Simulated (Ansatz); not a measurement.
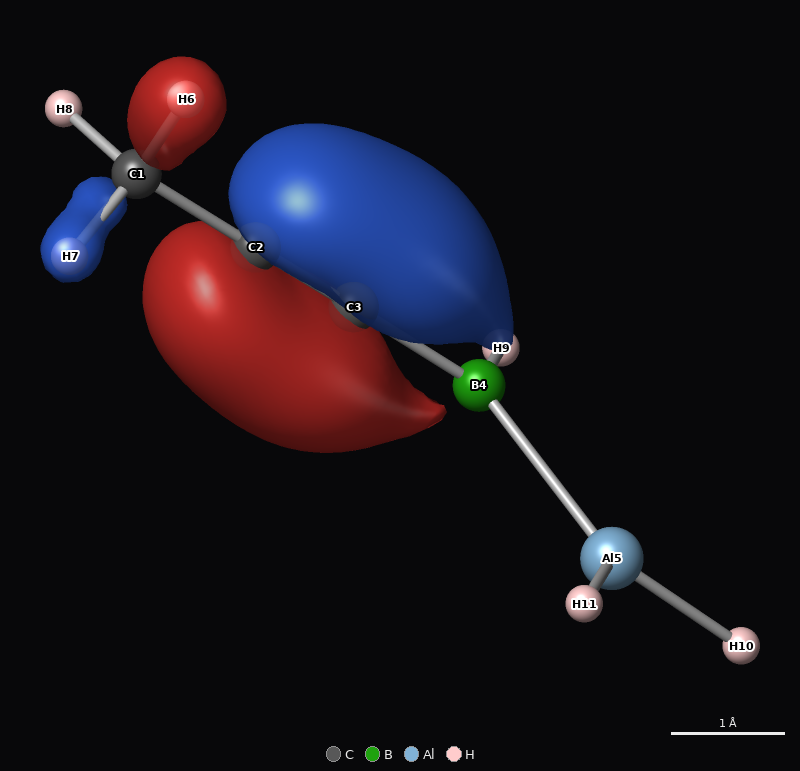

Figure 1: C3H6AlB (SMILES CC#C[BH][AlH2]). The HOMO−1 at ±0.15 Å⁻³ᐟ² (red and blue are the two phases), seen at an oblique angle.

Method: RHF/6-31G* in Ansatz.

```xyz
11

C    -1.0864   -2.3766    0.4365
C    -0.4211   -1.0730    0.5164
C     0.1295   -0.0075    0.5830
B     0.8202    1.3398    0.6088
Al    0.9983    2.5313   -1.2035
H    -0.4448   -3.0822   -0.0807
H    -2.0125   -2.2981   -0.1219
H    -1.3053   -2.7724    1.4216
H     1.2550    1.7076    1.6569
H     1.6822    3.9693   -1.1947
H     0.4502    2.0048   -2.6018
```

**Where does this orbital lie, and at what energy?**

It lies mainly on C3 (about 45 %), C2 (about 35 %) and B4 (about 10 %); π-bonding across C3–C2. Its energy is −10.57 eV.
